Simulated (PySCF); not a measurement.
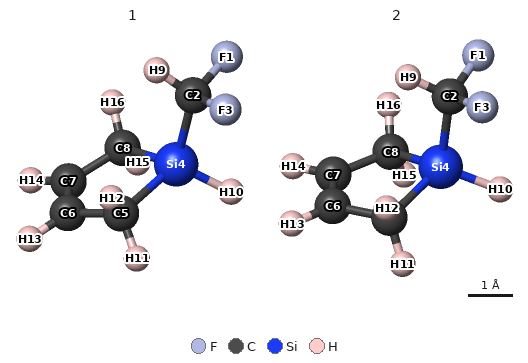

Two geometries of C₅H₈F₂Si, drawn at one scale. One is the start of a relaxation, the other its converged end. The picture is a ball-and-stick view, seen from a free direction.

These are results of PBE0-D3(BJ)/def2-SVP geometry optimisation, gas phase in PySCF 2.14.0, density-fitted response routines, not measurements. 

> Which of the two is the end point?

Structure 2 is the relaxed one. The start comes from GFN2-xTB. Its atoms were then displaced at random by about 0.01 Å. The atom that moves furthest after the best rigid fit is H13 (0.40 Å). Largest moves by element: H 0.40 Å, F 0.29 Å, C 0.19 Å, Si 0.07 Å. Among the contacts that change: Si4–C5 1.930 → 1.892 Å, C2–H9 1.077 → 1.107 Å, F1–C2 1.392 → 1.363 Å, Si4–H10 1.463 → 1.490 Å. Bond angles that change, for instance: Si4–C2–H9 117.2° → 113.5°, C5–Si4–C8 92.9° → 96.3°, Si4–C5–C6 104.5° → 101.2°. After 13 geometry steps the energy has fallen by 0.151 eV.
